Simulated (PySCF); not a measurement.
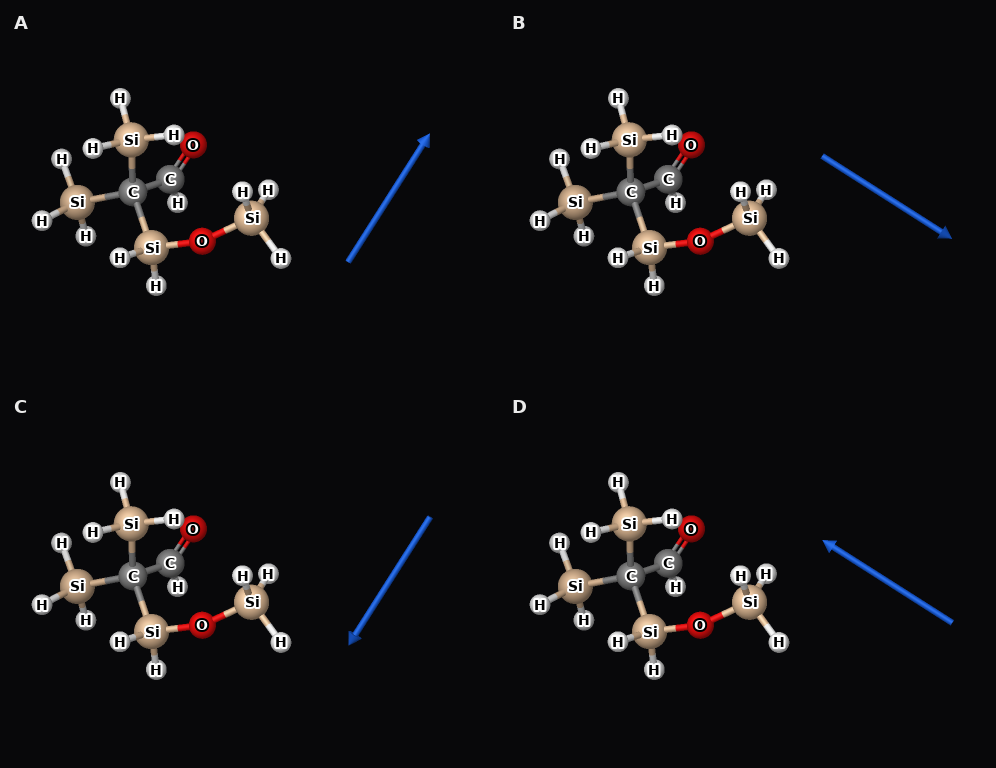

The same molecule four times, each with an arrow. Computed geometry: GFN2-xTB optimisation. No frequency run is at hand to confirm it as a minimum. Method: PBE0/pcSseg-1, gas phase (PySCF 2.14.0).

Question: Which arrow points along the dipole moment, from the negative to the positive end?

Answer: C. The dipole moment is 1.83 D.

The geometry is semi-empirical. Around Si such bond lengths and angles can be off by a tenth of an ångström or more and by several degrees, and values that hang on the shape move with them.
